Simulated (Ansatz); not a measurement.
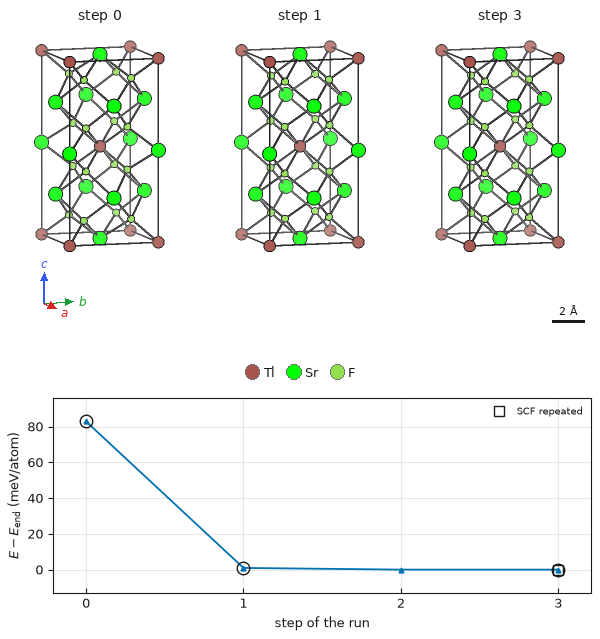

Frames of a relaxation of a crystal of Sr$_{3}$TlF$_{8}$ (a generated structure, set up in I4/mmm), marked on the history of the run. Style: ball-and-stick. Shown: the conventional cell (2 times the calculation's cell), slightly off an axis. Lengths and directions refer to the drawn axes.

The start is a swapped structure.

Computed with Ansatz, DFT, PAW plane waves, r2SCAN. Set-up: plane-wave cutoff 500 eV; k-point mesh 5 × 5 × 5; occupations fermi dirac; smearing width 0.1 eV; no spin polarisation; atoms relaxed in a fixed cell; force threshold 0.03 eV/Å; at most 40 steps.

### Describe the path.

The largest moves, 0.18 Å, are those of F atoms. Sr and Tl stay in place. The lattice vectors keep their values. Some distances before and after: F–Tl 2.364 → 2.542 Å, F–Sr 2.590 → 2.528 Å. Bond angles that change, for instance: Sr–F–Sr 106.0° → 109.8°, Tl–F–Sr 112.9° → 109.2°. The space group stays I4/mmm (No. 139). The energy falls by 82.8 meV per atom in 2 accepted moves (3 points after the start). Largest force component: 0.89 eV/Å at the start, 0.00088 eV/Å at the end. 1 step only repeated the SCF at the same geometry. The run took 91 s on 2 threads of Arm Neoverse V2, on a shared host, peak memory 1.1 GiB. From step 0 to 1: F atoms move most (0.20 Å), energy −81.9 meV per atom. From step 1 to 3: F atoms move most (0.02 Å), energy −0.9 meV per atom.

Limits of the set-up: an odd number of electrons was run without spin polarisation, which fails if the electron would localise.
